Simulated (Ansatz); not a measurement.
# GeH4OS: one molecule under many settings

How do the results and run time of GeH4OS respond when the settings are drawn wide?

Method: the settings change from run to run; program: Ansatz 0.2.0, Gaussian basis.

### Step 1. The geometry

An earlier PBE0-D4 in a triple-zeta def2 set relaxation fixed the geometry.

SMILES `[OH][GeH2][SH]`, 7 atoms, charge 0, spin multiplicity 1.

Atoms are counted from 1 here; the program's logs count them from 0.

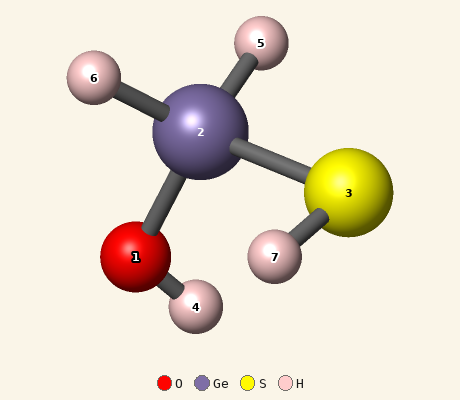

The structure; oxygen red, germanium purple, sulfur yellow, hydrogen pink; atoms are numbered from 1 in the order of the file.

### Step 2. LC-wPBE/def2-mTZVPP

Options: unrestricted orbitals.

The input, in.yaml:

```yaml
crystal:
  periodic: [false, false, false]
  atoms:
    - {symbol: O, position_ang: [-1.545075, -0.180829, 0.292940]}
    - {symbol: Ge, position_ang: [-0.013937, 0.504678, -0.292040]}
    - {symbol: S, position_ang: [1.646376, -0.945563, -0.039245]}
    - {symbol: H, position_ang: [-1.715530, -1.052850, -0.071780]}
    - {symbol: H, position_ang: [-0.064406, 0.780816, -1.803325]}
    - {symbol: H, position_ang: [0.174189, 1.758133, 0.565436]}
    - {symbol: H, position_ang: [1.579484, -0.932484, 1.302413]}
basis:
  gaussian: {orbitals: def2-mTZVPP}
magnetization: {spin_polarized: true, initial_magnetization: 0}
hamiltonian: {xc: {name: LC-wPBE}}
```

On the command line:

```
> ansatz run in.yaml --threads 2 --pin off --events-out ev --progress --plain --max-ram 4352MiB
```

What it wrote:

```text
Functional definition: LC-wPBE
  name "LC-wPBE"
  cite "Vydrov & Scuseria, J. Chem. Phys. 125, 234109 (2006) doi:10.1063/1.2409292"
  cite "Heyd & Scuseria, J. Chem. Phys. 120, 7274 (2004) doi:10.1063/1.1668634"
  cite "Ernzerhof & Perdew, J. Chem. Phys. 109, 3313 (1998) doi:10.1063/1.476928"
  cite "Perdew, Burke & Ernzerhof, Phys. Rev. Lett. 77, 3865 (1996) doi:10.1103/PhysRevLett.77.3865"
  parent pbe
  parameter omega = 0.4/bohr
  exchange = pbe_x_sr(omega) + exact_x_lr(omega)
  correlation = pbe_c
974 factors; their error is unknown
365 factors; integrals over basis functions are off by at most 1.9e-5 eV
mean field evaluation 1: about -69452.1780 eV, gradient 3.7e1 eV
mean field evaluation 2: about -69450.6365 eV, gradient 4.5e1 eV
mean field evaluation 4: about -69456.4592 eV, gradient 1.0e0 eV
mean field evaluation 8: about -69456.4649 eV, gradient 2.1e-2 eV
mean field evaluation 16: about -69456.4415 eV, gradient 5.3e-5 eV
mean field -69456.44145374 eV, -2552.4771441581 hartree, gradient 5.3e-5 eV, S^2 0.000000; 0 other end points of the search recorded, 0 dependent functions left out
reference -69456.44145375 eV, -2552.4771441583 hartree; 30, 30 occupied and 77, 77 virtual orbitals, 974 factors
Total energy: -69456.44145375 eV, -2552.4771441583 hartree
```

Wall time 3.9 s (2 threads of Arm Neoverse V1, shared host).

⟨S²⟩ 0.000.

### Step 3. r2SCAN50/6-31G

This run has D4 dispersion, high accuracy.

Edit in.yaml of step 2 so:

```diff
@@ -11,4 +11,5 @@
 basis:
-  gaussian: {orbitals: def2-mTZVPP}
-magnetization: {spin_polarized: true, initial_magnetization: 0}
-hamiltonian: {xc: {name: LC-wPBE}}
+  gaussian: {orbitals: 6-31G}
+hamiltonian: {xc: {name: r2SCAN50}, dispersion: d4}
+accuracy: high
+output: {forces: true}
```

Launched as before.

What it wrote, shortened:

```text
Functional definition: r2SCAN50
  name "r2SCAN50"
  cite "Bursch, Neugebauer, Ehlert & Grimme, J. Chem. Phys. 156, 134105 (2022) doi:10.1063/5.0086040"
  cite "Furness, Kaplan, Ning, Perdew & Sun, J. Phys. Chem. Lett. 11, 8208 (2020) doi:10.1021/acs.jpclett.0c02405"
  cite "Furness, Kaplan, Ning, Perdew & Sun, J. Phys. Chem. Lett. 11, 9248 (2020) doi:10.1021/acs.jpclett.0c03077"
  parent r2scan
[...]
1218 factors; integrals over basis functions are off by at most 4.5e-9 eV
[...]
mean field -69451.20105418 eV, -2552.2845630261 hartree, gradient 4.2e-8 eV, S^2 0.000000; 0 other end points of the search recorded, 0 dependent functions left out
[...]
reference -69451.20105472 eV, -2552.2845630461 hartree; 30, 30 occupied and 29, 29 virtual orbitals, 1218 factors
Total energy: -69451.24139319 eV, -2552.2860454574 hartree
Atom 0 at    -1.545075    -0.180829     0.292940 Å, force     0.423878    -0.317755    -0.305880 eV/Å
Atom 1 at    -0.013937     0.504678    -0.292040 Å, force    -0.474683     1.213938    -0.341004 eV/Å
Atom 2 at     1.646376    -0.945563    -0.039245 Å, force     0.348246    -0.320603    -0.202365 eV/Å
Atom 3 at    -1.715530    -1.052850    -0.071780 Å, force    -0.545678    -0.109629     0.236681 eV/Å
Atom 4 at    -0.064406     0.780816    -1.803325 Å, force     0.029853    -0.054625     0.236753 eV/Å
Atom 5 at     0.174189     1.758133     0.565436 Å, force     0.022288    -0.228095    -0.132331 eV/Å
Atom 6 at     1.579484    -0.932484     1.302413 Å, force     0.196096    -0.183230     0.508145 eV/Å
Dipole moment:    -0.012158     0.068040    -0.061691 e Å
```

Wall time 9 s (2 threads of Arm Neoverse V1, shared host).

Largest force 1.347 eV/Å, dipole 0.44 D.

### Step 4. r2SCAN0/cc-pVTZ

This run has charge +1, multiplicity 2, D3(BJ) dispersion.

Edit in.yaml of step 3 so:

```diff
@@ -11,5 +11,5 @@
 basis:
-  gaussian: {orbitals: 6-31G}
-hamiltonian: {xc: {name: r2SCAN50}, dispersion: d4}
-accuracy: high
-output: {forces: true}
+  gaussian: {orbitals: cc-pVTZ}
+total_charge: 1
+magnetization: {spin_polarized: true, initial_magnetization: 1}
+hamiltonian: {xc: {name: r2SCAN0}, dispersion: d3bj}
```

Launched as before.

What it wrote, shortened:

```text
Warning: the engine holds no damping parameters fitted to this dispersion correction and functional, so the run takes those fitted to r2scan0 beside the three-body term, which d3bj leaves out (hamiltonian.dispersion, under Limitations)
Functional definition: r2SCAN0
  name "r2SCAN0"
  cite "Bursch, Neugebauer, Ehlert & Grimme, J. Chem. Phys. 156, 134105 (2022) doi:10.1063/5.0086040"
  cite "Furness, Kaplan, Ning, Perdew & Sun, J. Phys. Chem. Lett. 11, 8208 (2020) doi:10.1021/acs.jpclett.0c02405"
  cite "Furness, Kaplan, Ning, Perdew & Sun, J. Phys. Chem. Lett. 11, 9248 (2020) doi:10.1021/acs.jpclett.0c03077"
  parent r2scan
[...]
1105 factors; their error is unknown
[...]
mean field -69456.70373531 eV, -2552.4867828279 hartree, gradient 5.6e-5 eV, S^2 0.760045; 2 other end points of the search recorded, 0 dependent functions left out
reference -69456.70374552 eV, -2552.4867832030 hartree; 30, 29 occupied and 133, 134 virtual orbitals, 1105 factors
Total energy: -69456.74651743 eV, -2552.4883550417 hartree
```

Wall time 18 s (2 threads of Arm Neoverse V1, shared host); peak memory 0.54 GiB.

⟨S²⟩ 0.760.

### Step 5. wB97X/cc-pVTZ

Set apart from the defaults: charge -1, multiplicity 2.

Edit in.yaml of step 4 so:

```diff
@@ -12,4 +12,4 @@
   gaussian: {orbitals: cc-pVTZ}
-total_charge: 1
+total_charge: -1
 magnetization: {spin_polarized: true, initial_magnetization: 1}
-hamiltonian: {xc: {name: r2SCAN0}, dispersion: d3bj}
+hamiltonian: {xc: {name: wB97X}}
```

Launched as before.

What it wrote, shortened:

```text
Functional definition: wB97X
  name "wB97X"
  cite "Chai & Head-Gordon, J. Chem. Phys. 128, 084106 (2008) doi:10.1063/1.2834918"
  cite "Becke, J. Chem. Phys. 107, 8554 (1997) doi:10.1063/1.475007"
[...]
  # The coefficients of nought are those of the uniform gas.
[...]
      + exact_x_lr(omega)
[...]
      + integral(e_c_pw_opposite_spin*poly(b97_u_opposite, 1, cos1, cos2, cos3, cos4))
1089 factors; their error is unknown
226 factors; integrals over basis functions are off by at most 1.2e-5 eV
[...]
mean field -69467.92848855 eV, -2552.8992849009 hartree, gradient 9.8e-6 eV, S^2 0.752850; 6 other end points of the search recorded, 0 dependent functions left out
reference -69467.92847095 eV, -2552.8992842543 hartree; 31, 30 occupied and 132, 133 virtual orbitals, 1089 factors
Total energy: -69467.92847095 eV, -2552.8992842543 hartree
```

Wall time 72 s (2 threads of Arm Neoverse V1, shared host); peak memory 0.9 GiB.

⟨S²⟩ 0.753.

### Step 6. B3LYP/aug-cc-pVDZ

Set apart from the defaults: atoms shaken by 0.15 Å, D3(BJ) with three-body dispersion.

The input, in.yaml:

```yaml
crystal:
  periodic: [false, false, false]
  atoms:
    - {symbol: O, position_ang: [-1.397199, -0.397052, 0.147784]}
    - {symbol: Ge, position_ang: [-0.025477, 0.388228, 0.023067]}
    - {symbol: S, position_ang: [1.703250, -0.978266, 0.124543]}
    - {symbol: H, position_ang: [-1.798975, -1.131273, -0.040895]}
    - {symbol: H, position_ang: [0.157232, 0.967377, -2.086621]}
    - {symbol: H, position_ang: [0.127127, 1.931459, 0.647284]}
    - {symbol: H, position_ang: [1.385543, -0.827820, 1.252050]}
basis:
  gaussian: {orbitals: aug-cc-pVDZ}
hamiltonian: {xc: {name: B3LYP}, dispersion: d3bjatm}
```

The command is unchanged.

What it wrote, shortened:

```text
Functional definition: B3LYP
  name "B3LYP"
  cite "Stephens, Devlin, Chabalowski & Frisch, J. Phys. Chem. 98, 11623 (1994) doi:10.1021/j100096a001"
  cite "Becke, Phys. Rev. A 38, 3098 (1988) doi:10.1103/PhysRevA.38.3098"
  cite "Lee, Yang & Parr, Phys. Rev. B 37, 785 (1988) doi:10.1103/PhysRevB.37.785"
  cite "Vosko, Wilk & Nusair, Can. J. Phys. 58, 1200 (1980) doi:10.1139/p80-159"
[...]
1263 factors; their error is unknown
[...]
mean field -69464.47058684 eV, -2552.7722093572 hartree, gradient 2.0e-5 eV, S^2 0.000000; 0 other end points of the search recorded, 0 dependent functions left out
reference -69464.47090660 eV, -2552.7722211081 hartree; 30, 30 occupied and 92, 92 virtual orbitals, 1263 factors
Total energy: -69464.74653079 eV, -2552.7823501102 hartree
```

Run time: 3.3 s. Hardware: 2 threads of Arm Neoverse V1, shared host; peak memory 0.25 GiB.

### Step 7. BHLYP/6-31G

Options: relativity set to none, high accuracy.

The input, in.yaml:

```yaml
crystal:
  periodic: [false, false, false]
  atoms:
    - {symbol: O, position_ang: [-1.545075, -0.180829, 0.292940]}
    - {symbol: Ge, position_ang: [-0.013937, 0.504678, -0.292040]}
    - {symbol: S, position_ang: [1.646376, -0.945563, -0.039245]}
    - {symbol: H, position_ang: [-1.715530, -1.052850, -0.071780]}
    - {symbol: H, position_ang: [-0.064406, 0.780816, -1.803325]}
    - {symbol: H, position_ang: [0.174189, 1.758133, 0.565436]}
    - {symbol: H, position_ang: [1.579484, -0.932484, 1.302413]}
basis:
  gaussian: {orbitals: 6-31G}
hamiltonian: {xc: {name: BHLYP}, pseudopotentials: {relativity: none}}
accuracy: high
output: {forces: true}
```

Same command.

What it wrote, shortened:

```text
Functional definition: BHLYP
  name "BHLYP"
  cite "Becke, J. Chem. Phys. 98, 1372 (1993) doi:10.1063/1.464304"
  cite "Becke, Phys. Rev. A 38, 3098 (1988) doi:10.1103/PhysRevA.38.3098"
  cite "Lee, Yang & Parr, Phys. Rev. B 37, 785 (1988) doi:10.1103/PhysRevB.37.785"
[...]
1218 factors; integrals over basis functions are off by at most 4.5e-9 eV
[...]
mean field -69453.38373740 eV, -2552.3647751550 hartree, gradient 3.8e-8 eV, S^2 0.000000; 0 other end points of the search recorded, 0 dependent functions left out
[...]
reference -69453.38376416 eV, -2552.3647761386 hartree; 30, 30 occupied and 29, 29 virtual orbitals, 1218 factors
Total energy: -69453.38376416 eV, -2552.3647761386 hartree
Atom 0 at    -1.545075    -0.180829     0.292940 Å, force     0.173471    -0.267394    -0.147185 eV/Å
Atom 1 at    -0.013937     0.504678    -0.292040 Å, force    -0.426910     1.352605    -0.410127 eV/Å
Atom 2 at     1.646376    -0.945563    -0.039245 Å, force     0.571476    -0.492527    -0.252322 eV/Å
Atom 3 at    -1.715530    -1.052850    -0.071780 Å, force    -0.571093    -0.251463     0.174311 eV/Å
Atom 4 at    -0.064406     0.780816    -1.803325 Å, force     0.024533    -0.022104     0.125799 eV/Å
Atom 5 at     0.174189     1.758133     0.565436 Å, force     0.028426    -0.131252    -0.079089 eV/Å
Atom 6 at     1.579484    -0.932484     1.302413 Å, force     0.200097    -0.187866     0.588612 eV/Å
Dipole moment:    -0.007730     0.062027    -0.067311 e Å
```

Wall time 4.5 s (2 threads of Arm Neoverse V1, shared host).

Largest force 1.476 eV/Å, dipole 0.44 D.

### Step 8. wB97X/STO-3G

Edit in.yaml of step 7 so:

```diff
@@ -11,5 +11,4 @@
 basis:
-  gaussian: {orbitals: 6-31G}
-hamiltonian: {xc: {name: BHLYP}, pseudopotentials: {relativity: none}}
-accuracy: high
+  gaussian: {orbitals: STO-3G}
+hamiltonian: {xc: {name: wB97X}}
 output: {forces: true}
```

Same command.

What it wrote, shortened:

```text
Functional definition: wB97X
  name "wB97X"
  cite "Chai & Head-Gordon, J. Chem. Phys. 128, 084106 (2008) doi:10.1063/1.2834918"
  cite "Becke, J. Chem. Phys. 107, 8554 (1997) doi:10.1063/1.475007"
[...]
  # The coefficients of nought are those of the uniform gas.
[...]
      + exact_x_lr(omega)
[...]
      + integral(e_c_pw_opposite_spin*poly(b97_u_opposite, 1, cos1, cos2, cos3, cos4))
403 factors; integrals over basis functions are off by at most 2.9e-5 eV
143 factors; integrals over basis functions are off by at most 2.0e-6 eV
[...]
mean field -68666.84801816 eV, -2523.4601206060 hartree, gradient 3.4e-5 eV, S^2 0.000000; 0 other end points of the search recorded, 0 dependent functions left out
[...]
reference -68666.84800082 eV, -2523.4601199690 hartree; 30, 30 occupied and 6, 6 virtual orbitals, 403 factors
Total energy: -68666.84800082 eV, -2523.4601199690 hartree
Atom 0 at    -1.545075    -0.180829     0.292940 Å, force     1.213341     3.576638     1.278181 eV/Å
Atom 1 at    -0.013937     0.504678    -0.292040 Å, force    -0.306066     0.527139    -0.554087 eV/Å
Atom 2 at     1.646376    -0.945563    -0.039245 Å, force    -0.629324     0.580502    -0.240145 eV/Å
Atom 3 at    -1.715530    -1.052850    -0.071780 Å, force    -0.048727    -2.690919    -1.508485 eV/Å
Atom 4 at    -0.064406     0.780816    -1.803325 Å, force     0.072734    -0.265870     2.065036 eV/Å
Atom 5 at     0.174189     1.758133     0.565436 Å, force    -0.316602    -1.730500    -1.233223 eV/Å
Atom 6 at     1.579484    -0.932484     1.302413 Å, force     0.014644     0.003010     0.192722 eV/Å
Dipole moment:    -0.026269    -0.020800    -0.028696 e Å
```

It took 1.9 s on 2 threads of Arm Neoverse V1, shared host.

Largest force 3.987 eV/Å, dipole 0.21 D.

### Step 9. B3LYP/aug-cc-pVTZ

This run has atoms shaken by 0.03 Å, finite nuclei.

The input, in.yaml:

```yaml
crystal:
  periodic: [false, false, false]
  atoms:
    - {symbol: O, position_ang: [-1.546464, -0.159009, 0.347858]}
    - {symbol: Ge, position_ang: [0.004709, 0.523690, -0.272122]}
    - {symbol: S, position_ang: [1.608764, -0.984878, -0.019191]}
    - {symbol: H, position_ang: [-1.741115, -0.984271, -0.057997]}
    - {symbol: H, position_ang: [-0.058308, 0.754393, -1.791090]}
    - {symbol: H, position_ang: [0.214450, 1.770223, 0.536237]}
    - {symbol: H, position_ang: [1.576257, -0.919131, 1.300539]}
basis:
  gaussian: {orbitals: aug-cc-pVTZ, nuclear_model: gaussian}
hamiltonian: {xc: {name: B3LYP}}
output: {forces: true}
```

The command is unchanged.

What it wrote, shortened:

```text
Functional definition: B3LYP
  name "B3LYP"
  cite "Stephens, Devlin, Chabalowski & Frisch, J. Phys. Chem. 98, 11623 (1994) doi:10.1021/j100096a001"
  cite "Becke, Phys. Rev. A 38, 3098 (1988) doi:10.1103/PhysRevA.38.3098"
  cite "Lee, Yang & Parr, Phys. Rev. B 37, 785 (1988) doi:10.1103/PhysRevB.37.785"
  cite "Vosko, Wilk & Nusair, Can. J. Phys. 58, 1200 (1980) doi:10.1139/p80-159"
[...]
1313 factors; their error is unknown
[...]
mean field -69471.16200733 eV, -2553.0181145246 hartree, gradient 4.5e-5 eV, S^2 0.000000; 0 other end points of the search recorded, 0 dependent functions left out
[...]
reference -69471.16229459 eV, -2553.0181250810 hartree; 30, 30 occupied and 217, 217 virtual orbitals, 1313 factors
Total energy: -69471.16229459 eV, -2553.0181250810 hartree
Atom 0 at    -1.546464    -0.159009     0.347858 Å, force     0.512869     1.263751     0.360980 eV/Å
Atom 1 at     0.004709     0.523690    -0.272122 Å, force    -0.561765    -0.397939    -0.332990 eV/Å
Atom 2 at     1.608764    -0.984878    -0.019191 Å, force     0.305891    -0.188185    -0.562346 eV/Å
Atom 3 at    -1.741115    -0.984271    -0.057997 Å, force    -0.316954    -1.093346    -0.473831 eV/Å
Atom 4 at    -0.058308     0.754393    -1.791090 Å, force    -0.035993     0.036573     0.029880 eV/Å
Atom 5 at     0.214450     1.770223     0.536237 Å, force     0.063442     0.403833     0.305674 eV/Å
Atom 6 at     1.576257    -0.919131     1.300539 Å, force     0.032510    -0.024688     0.672633 eV/Å
Dipole moment:     0.047093     0.045914    -0.082513 e Å
```

It took 11 s on 2 threads of Arm Neoverse V1, shared host; peak memory 0.74 GiB.

Largest force 1.411 eV/Å, dipole 0.51 D.

### Step 10. rPW86-PBE/aug-cc-pVDZ

Set apart from the defaults: atoms shaken by 0.03 Å, a grid of angular degree 23, D3(BJ) with three-body dispersion.

The input, in.yaml:

```yaml
crystal:
  periodic: [false, false, false]
  atoms:
    - {symbol: O, position_ang: [-1.540266, -0.165503, 0.280487]}
    - {symbol: Ge, position_ang: [-0.038714, 0.486110, -0.322043]}
    - {symbol: S, position_ang: [1.647248, -0.913546, -0.014044]}
    - {symbol: H, position_ang: [-1.711878, -1.090833, -0.091927]}
    - {symbol: H, position_ang: [-0.037644, 0.772226, -1.830518]}
    - {symbol: H, position_ang: [0.164422, 1.764350, 0.549258]}
    - {symbol: H, position_ang: [1.562288, -0.942729, 1.326261]}
basis:
  gaussian: {orbitals: aug-cc-pVDZ, final_grid: {core_spheres: 8, valence_spheres: 7, degree: 23}}
hamiltonian: {xc: {name: rPW86-PBE}, dispersion: d3bjatm}
```

Launched as before.

What it wrote:

```text
Functional definition: rPW86-PBE
  name "rPW86-PBE"
  cite "Murray, Lee & Langreth, J. Chem. Theory Comput. 5, 2754 (2009) doi:10.1021/ct900365q"
  cite "Perdew, Burke & Ernzerhof, Phys. Rev. Lett. 77, 3865 (1996) doi:10.1103/PhysRevLett.77.3865"
  parent pbe
  exchange = rpw86_x
  correlation = pbe_c
1214 factors; their error is unknown
mean field evaluation 1: about -69494.3294 eV, gradient 6.5e1 eV
mean field evaluation 2: about -69429.7351 eV, gradient 1.7e2 eV
mean field evaluation 4: about -69501.4072 eV, gradient 1.5e1 eV
mean field evaluation 8: about -69502.0743 eV, gradient 2.4e-1 eV
mean field evaluation 16: about -69502.0441 eV, gradient 6.6e-5 eV
mean field -69502.04406394 eV, -2554.1530091722 hartree, gradient 6.6e-5 eV, S^2 0.000000; 0 other end points of the search recorded, 0 dependent functions left out
reference -69502.04420906 eV, -2554.1530145054 hartree; 30, 30 occupied and 92, 92 virtual orbitals, 1214 factors
Total energy: -69502.17756982 eV, -2554.1579154230 hartree
```

Run time: 1.7 s. Hardware: 2 threads of Arm Neoverse V1, shared host.

### Step 11. All runs side by side

```csv
level,charge,multiplicity,geometry,functions,energy (eV),time
LC-wPBE/def2-mTZVPP,0,1,relaxed,107,-69456.441,3.9 s
r2SCAN50/6-31G,0,1,relaxed,59,-69451.241,9 s
r2SCAN0/cc-pVTZ,1,2,relaxed,163,-69456.747,18 s
wB97X/cc-pVTZ,-1,2,relaxed,163,-69467.928,72 s
B3LYP/aug-cc-pVDZ,0,1,shaken,122,-69464.747,3.3 s
BHLYP/6-31G,0,1,relaxed,59,-69453.384,4.5 s
wB97X/STO-3G,0,1,relaxed,36,-68666.848,1.9 s
B3LYP/aug-cc-pVTZ,0,1,shaken,247,-69471.162,11 s
rPW86-PBE/aug-cc-pVDZ,0,1,shaken,122,-69502.178,1.7 s
```

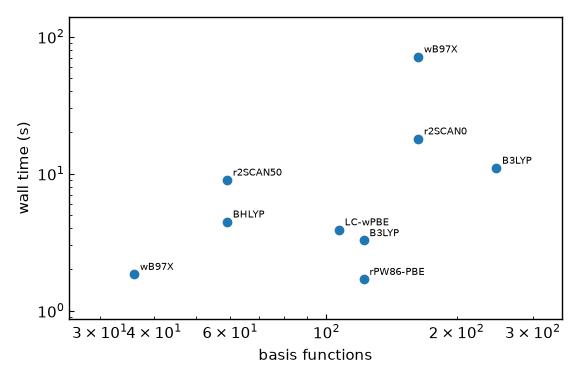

Wall time against the number of basis functions (shared host).

### Step 12. Outcome

| quantity | value |
| --- | --- |
| runs | 9 |
| quickest | rPW86-PBE/aug-cc-pVDZ, 1.7 s |
| slowest | wB97X/cc-pVTZ, 72 s |
| spread of total energies, same state and geometry | 789.6 eV |
| dipole, same state and geometry | 0.21 to 0.44 D |

In words: Run time spans a factor of 42, from rPW86-PBE/aug-cc-pVDZ to wB97X/cc-pVTZ. The jobs differ in tasks and options as well as level. Total energies at one charge and spin differ by 790 eV between levels, so only differences within one level mean anything. At the PBE0-D4/def2-TZVP geometry and in the same state, runs without warnings or point charges leave forces up to 3.99 eV/Å (wB97X/STO-3G).
